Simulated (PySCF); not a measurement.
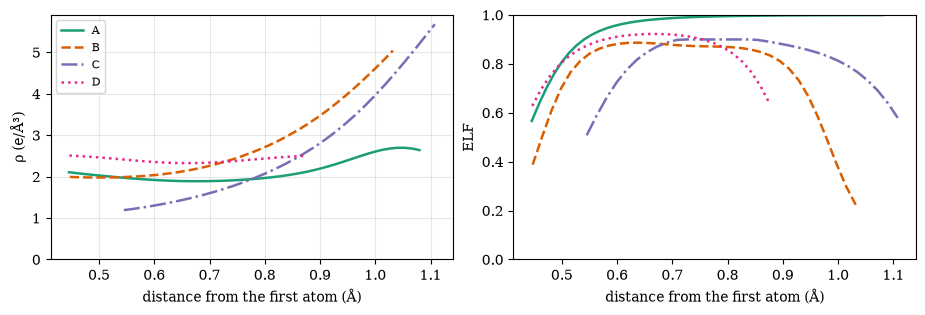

Figure. C6H12BO3 (SMILES C=CCO[BH-]1OCCCO1) (charge −1). Total electron density and electron localisation function along straight lines between neighbouring atoms. The curves leave out the atomic cores.

Geometry: GFN2-xTB.

Method: PySCF, PBE0/pcSseg-1, SCF density, gas phase, non-relativistic.

| atom | x (Å) | y (Å) | z (Å) |
| --- | --- | --- | --- |
| C | 4.1562 | -0.3689 | -0.3828 |
| C | 2.9333 | 0.1303 | -0.4443 |
| C | 1.8123 | -0.1852 | 0.4989 |
| O | 1.0958 | 0.9628 | 0.8314 |
| B | -0.3375 | 0.9165 | 0.5987 |
| O | -0.9547 | -0.1895 | 1.4388 |
| C | -2.2974 | -0.3517 | 1.1861 |
| C | -2.5749 | -0.6749 | -0.2895 |
| C | -1.9490 | 0.4481 | -1.1299 |
| O | -0.6089 | 0.6134 | -0.8662 |
| H | 4.4433 | -1.0699 | 0.3867 |
| H | 4.9247 | -0.1122 | -1.0970 |
| H | 2.6601 | 0.8400 | -1.2133 |
| H | 2.2098 | -0.6632 | 1.4131 |
| H | 1.1508 | -0.9109 | 0.0023 |
| H | -0.8169 | 1.9988 | 0.9041 |
| H | -2.8636 | 0.5710 | 1.4423 |
| H | -2.6747 | -1.1673 | 1.8306 |
| H | -2.0913 | -1.6213 | -0.5425 |
| H | -3.6511 | -0.7535 | -0.4792 |
| H | -2.0636 | 0.2242 | -2.2069 |
| H | -2.5133 | 1.3828 | -0.9172 |

Which curve belongs to which contact (B–O, C–C, C–H and C–O)? The first atom named is at distance zero.

Curve A: C–H (1.08 Å): ρ at the midpoint is about 2 e/Å³; the ELF climbs to about 1 towards the hydrogen, as it does in any bond to H (an ordinary covalent bond to hydrogen). Curve B: C–O (1.38 Å): ρ is about 2.2 e/Å³ halfway, with its minimum of 2 e/Å³ about 0.5 Å from C; the ELF peaks at about 0.90 between the atoms (a polar covalent bond). Curve C: B–O (1.45 Å): the density is about 1.7 e/Å³ at the midpoint; the ELF peaks at about 0.90 between the atoms; a polar covalent bond. Curve D: C–C (1.32 Å): ρ is about 2.3 e/Å³ halfway; the ELF peaks at about 0.90 between the atoms (a short, multiple covalent bond).
